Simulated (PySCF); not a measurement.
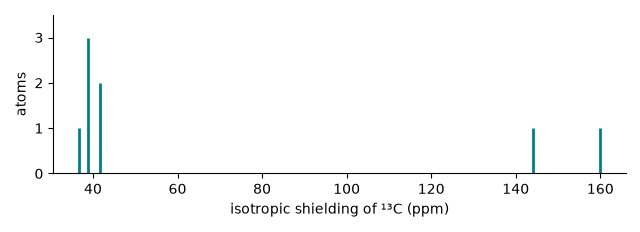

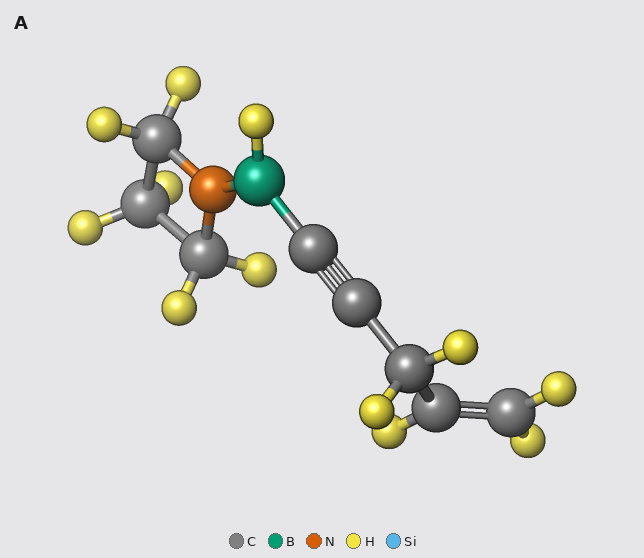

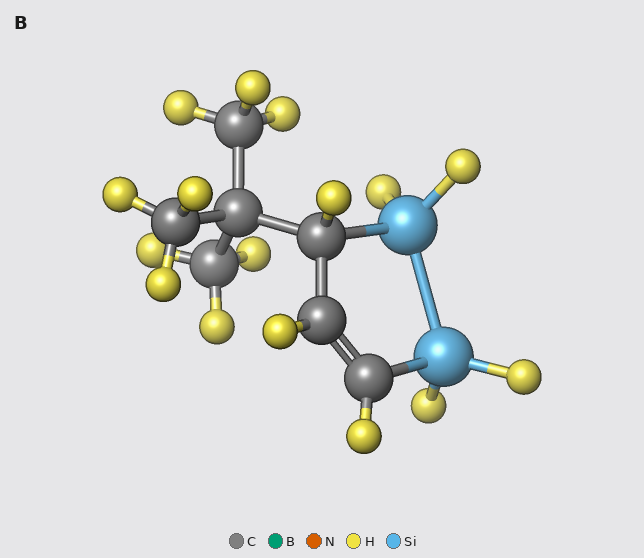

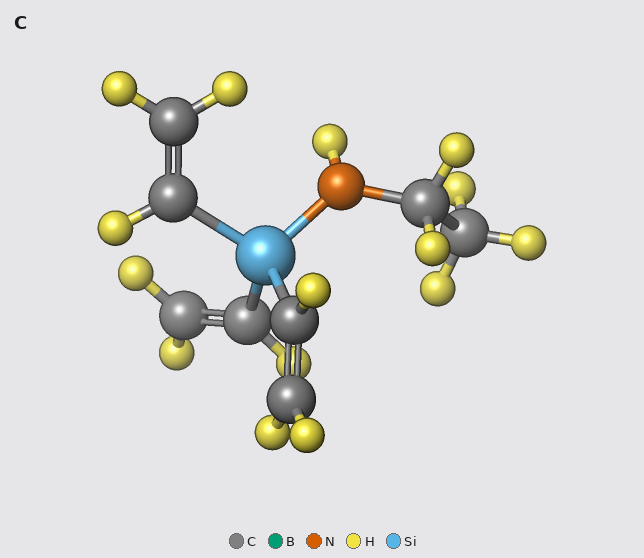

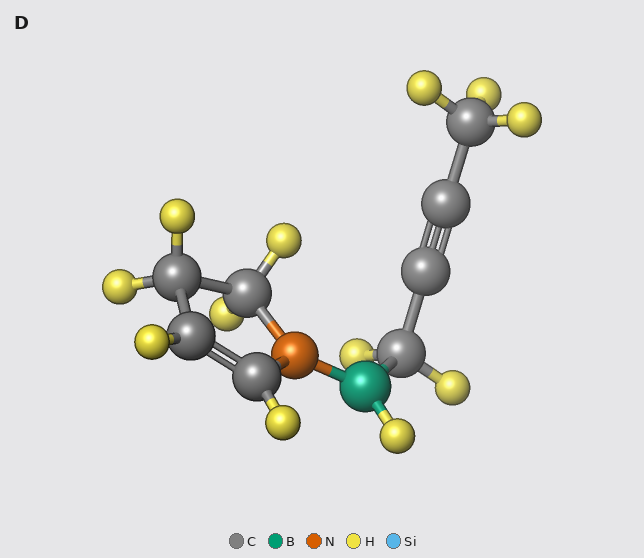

The sticks are computed shieldings of one of the molecules, for one fixed geometry (PBE0-D3(BJ)/def2-SVP) without averaging over rotations. Low shielding means a high chemical shift. Method: GIAO PBE0/pcSseg-1 NMR shielding, non-relativistic, gas phase (PySCF 2.14.0).

**Match the spectrum to a structure.**

C, `C=C[Si](C=C)(C=C)NCC`. Its 8 C atoms give lines at 36.7, 38.8 (3 atoms), 41.6 (2 atoms), 144.1, 159.9 ppm.

The geometry is semi-empirical. Around B, Si such bond lengths and angles can be off by a tenth of an ångström or more and by several degrees, and values that hang on the shape move with them.
